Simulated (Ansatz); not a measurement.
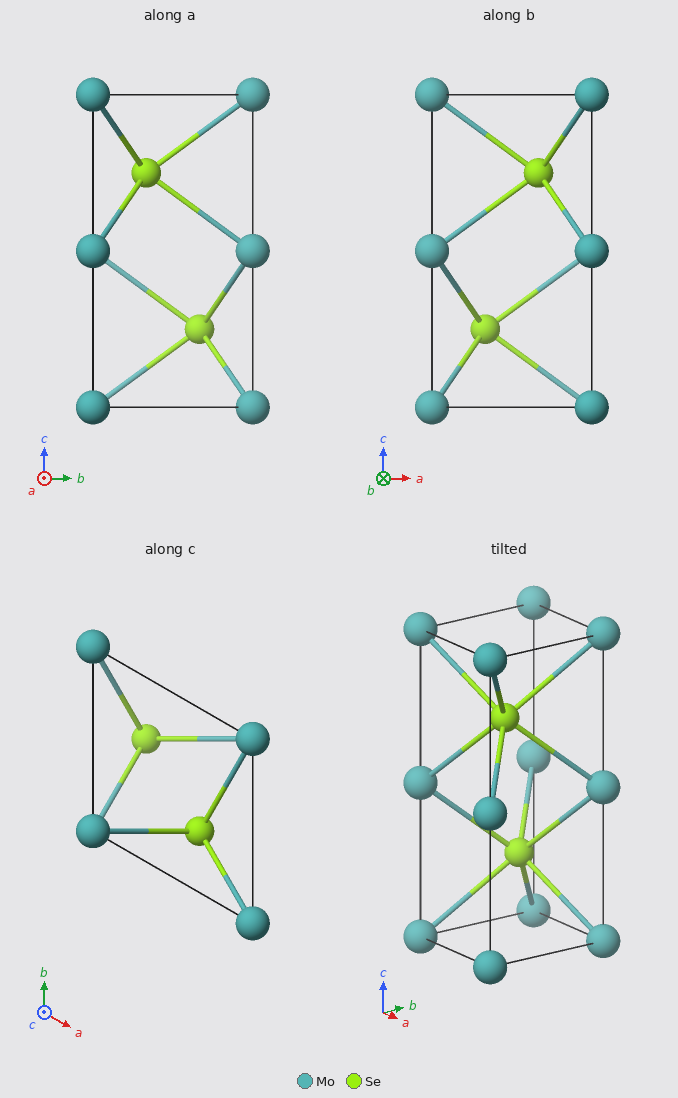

The crystal in a ball-and-stick representation, seen along the a axis, along the b axis, along the c axis and slightly off an axis. One conventional unit cell is framed, with atoms on its boundary repeated.

Lattice parameters: a = 3.7328 Å, b = 3.7328 Å, c = 6.3272 Å, α = 90.000°, β = 90.000°, γ = 120.000°.

Write down what is shown as a CIF with its space group and independent sites.

Answer.
```cif
data_structure
_symmetry_space_group_name_H-M 'P 63/m m c'
_symmetry_Int_Tables_number 194
_cell_length_a 3.7328
_cell_length_b 3.7328
_cell_length_c 6.3272
_cell_angle_alpha 90.000
_cell_angle_beta 90.000
_cell_angle_gamma 120.000
_cell_volume 76.35
loop_
_atom_site_label
_atom_site_type_symbol
_atom_site_symmetry_multiplicity
_atom_site_Wyckoff_symbol
_atom_site_fract_x
_atom_site_fract_y
_atom_site_fract_z
_atom_site_occupancy
Mo1 Mo 2 a 0.0000 0.0000 0.0000 1
Se1 Se 2 c 0.3333 0.6667 0.2500 1
```

The structure comes from a structure type filled with these elements by a generator (whether the compound takes this form wasn't checked). Earlier steps of the study may have refined or changed the cell and positions. It was run through Ansatz as a DFT input.
